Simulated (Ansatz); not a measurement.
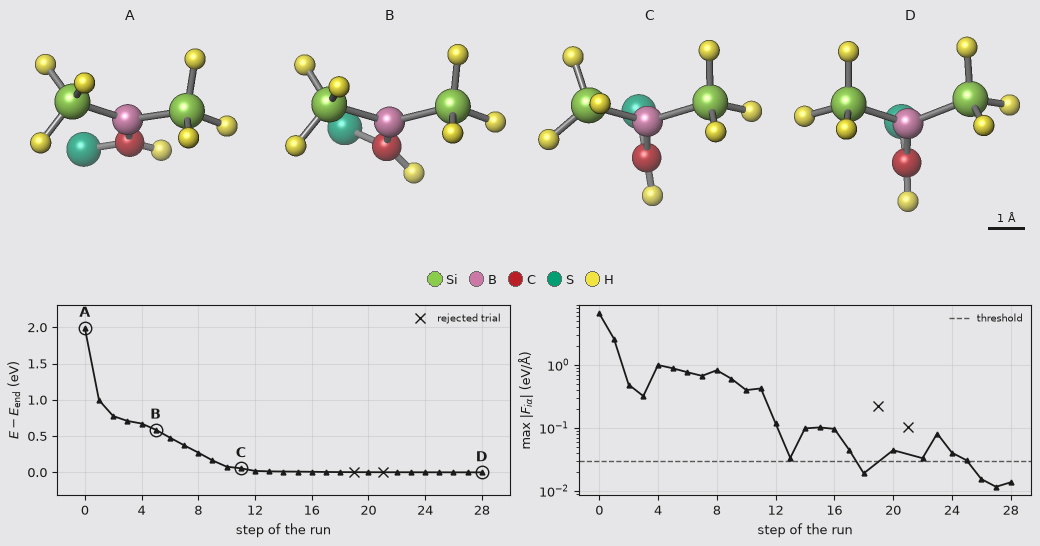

Frames of a relaxation of CH$_{7}$BSSi$_{2}$ (coarse preliminary run), marked on the history of the run. The picture is a ball-and-stick view, seen from a free direction.

The start comes from a force field.

Method: RKS PBE-D4/def2-SVP in Ansatz 0.2.0. Settings: force threshold 0.03 eV/Å; at most 200 steps.

### Describe the path.

The energy falls by 1.993 eV in 26 accepted moves (28 points after the start). Largest force component: 6.6 eV/Å at the start, 0.014 eV/Å at the end. The line search rejected the trial steps at points 19, 21 of the run. The forces were under the threshold at step 18, but the run went on from there. An H atom moves most after the best rigid fit: 1.86 Å. Largest moves by element: H 1.86 Å, S 1.33 Å, C 0.71 Å, Si 0.42 Å, B 0.13 Å. Some distances before and after: B–S 2.638 → 2.203 Å, C–S 1.486 → 1.662 Å, B–Si 1.911 → 2.030 Å, B–C 1.605 → 1.502 Å. Among the angles between lasting bonds that change: B–C–S 117.1° → 88.1°, B–C–H 121.7° → 144.7°, Si–B–C 127.6° → 121.0°. Groups turn about B–C by about 90°, B–Si by about 80°, B–Si by about 20°. From step 0 to 5: S and H atoms move most (0.70 Å), energy −1.405 eV. From step 5 to 11: the S atom moves most (1.07 Å), energy −0.532 eV. From step 11 to 28: H atoms move most (0.84 Å), energy −0.056 eV.

```
step  E − E(0), eV  largest force component, eV/Å      note
   0        0.0000                         6.5892          
   1       -0.9976                         2.6135          
   2       -1.2165                         0.4885          
   3       -1.2838                         0.3209          
   4       -1.3196                         0.9989          
   5       -1.4051                         0.8869          
   6       -1.5139                         0.7671          
   7       -1.6195                         0.6720          
   8       -1.7203                         0.8250          
   9       -1.8281                         0.6043          
  10       -1.9148                         0.3991          
  11       -1.9367                         0.4243          
  12       -1.9733                         0.1186          
  13       -1.9795                         0.0334          
  14       -1.9819                         0.0984          
  15       -1.9832                         0.1020          
  16       -1.9854                         0.0967          
  17       -1.9878                         0.0452          
  18       -1.9896                         0.0190          
  19       -1.9876                         0.2249  rejected
  20       -1.9910                         0.0444          
  21       -1.9908                         0.1036  rejected
  22       -1.9917                         0.0331          
  23       -1.9918                         0.0815          
  24       -1.9924                         0.0405          
  25       -1.9925                         0.0307          
  26       -1.9928                         0.0154          
  27       -1.9930                         0.0116          
  28       -1.9931                         0.0137
```
